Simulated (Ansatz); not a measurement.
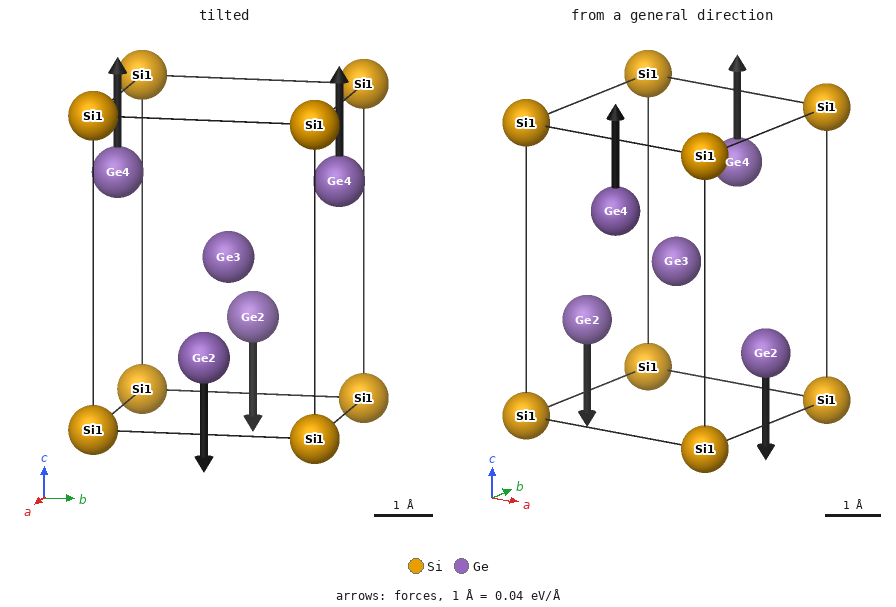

An orthographic spheres-only view of the structure, slightly off an axis and from a general direction. The edges of the simulation cell are marked. The arrows are the computed forces on the atoms.

System: SiGe$_{3}$. All computed values are from Ansatz, DFT, PBE with spin-orbit coupling, plane waves, PAW. Settings: 420 eV cutoff, the zone sampled with 6×6×6 points, Fermi-Dirac smearing of 0.02 eV, no moments seeded, so the run stays non-magnetic, spinor wavefunctions.

Q: Would an optimiser stop at this geometry?

A: No. The atoms still feel forces of up to about 0.065 eV/Å, above a usual threshold of 0.01 to 0.03 eV/Å.

Q: Name the atom under the greatest force.

A: Ge2 and Ge4, about 0.065 eV/Å.

The cell started as a structure type filled with these elements by a generator (whether the compound takes this form wasn't checked). Earlier steps of the study may have refined or changed the cell and positions. It was run through Ansatz as a DFT input.
